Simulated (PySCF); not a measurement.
## Electronic structure of C2H11NSi2 in real space

```
atom    x (Å)    y (Å)    z (Å)
   C   2.7408  -0.4433   0.4999
   C   1.5435   0.2666  -0.1168
  Si  -0.1044  -0.3650   0.5835
   N  -1.3661   0.4454  -0.2807
  Si  -3.0746   0.3242  -0.0374
   H   3.6772  -0.0599   0.0962
   H   2.6958  -1.5112   0.2994
   H   2.7532  -0.3046   1.5785
   H   1.6398   1.3400   0.0601
   H   1.5706   0.1280  -1.1992
   H  -0.1830  -0.0824   2.0246
   H  -0.2570  -1.8078   0.3648
   H  -1.0715   1.2127  -0.8621
   H  -3.3681  -1.0859   0.1983
   H  -3.6924   0.8286  -1.2646
   H  -3.5113   1.1236   1.1140
```

Geometry: GFN2-xTB.

Method: CAM-B3LYP/def2-SVPD, SCF density, gas phase in PySCF.

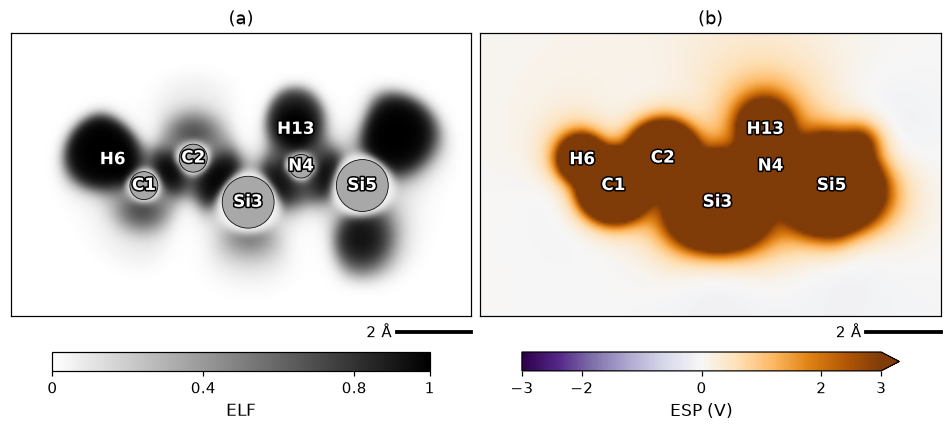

Figure 1. (a) electron localisation function; (b) electrostatic potential on the plane of atoms C2, C1 and H6. Grey discs cover the atomic cores in the ELF map.

Interpret the plot.

The section cuts through C, Si, N and H sites.
C–C (1.52 Å): the ELF peaks at about 0.95 between the atoms, as expected for a shared electron pair.
Si–N (1.73 Å): the ELF peaks at about 0.90 between the atoms: a polar covalent bond.
C–Si (1.90 Å): the ELF peaks at about 1 between the atoms; a covalent bond.
N–H (1.01 Å): the ELF climbs to about 1 towards the hydrogen, as it does in any bond to H: an ordinary covalent bond to hydrogen.
C–H (1.09 Å): the ELF climbs to about 1 towards the hydrogen: a covalent bond by its length.
The potential has no marked negative region in this plane.

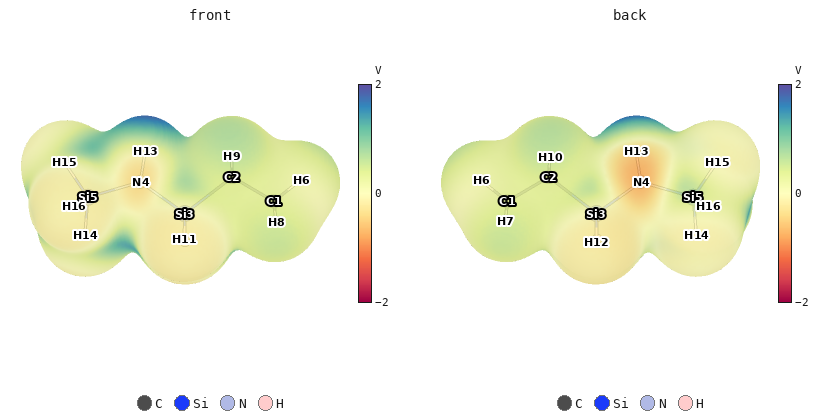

Figure 2. The electrostatic potential painted on the density surface at 0.002 e/bohr³, seen from the front and from behind; the colour scale runs from red (negative) to blue (positive).

Which sites attract a positive test charge, and which a negative one?

A positive charge is drawn to the negative regions and a negative charge to the positive ones. The most negative region (about −0.7 V) lies over N4, the most positive (about +1.7 V) over H13.
